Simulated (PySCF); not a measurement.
Vertical excitations of a molecule CH₉NOSi₂ from TDDFT-PBE/def2-SVPD (PySCF), as energy in eV (oscillator strength): 5.80 (0.003), 5.87 (0.004), 6.43 (0.008), 6.49 (0.021), 6.64 (0.016), 6.81 (0.012), 6.87 (0.009), 7.00 (0.011), 7.05 (0.007), 7.11 (0.017). Lowest triplet (TDA): 5.56 eV. Coordinates come from a ωB97X-D3(BJ)/def2-SVP optimisation. One conformer was computed; it need not be the lowest.

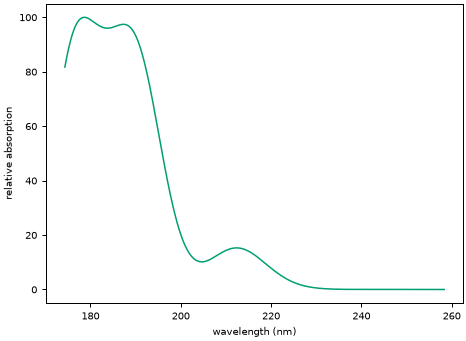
The lines broadened by 0.4 eV.

Problem. Identify the compound among the candidates.
A) N[Si@@H](O)C[SiH3]
B) CO[SiH2]N[SiH3]
C) C[Si@](N)(O)[SiH3]
D) NC[Si@H](O)[SiH3]

Solution. B, CO[SiH2]N[SiH3]
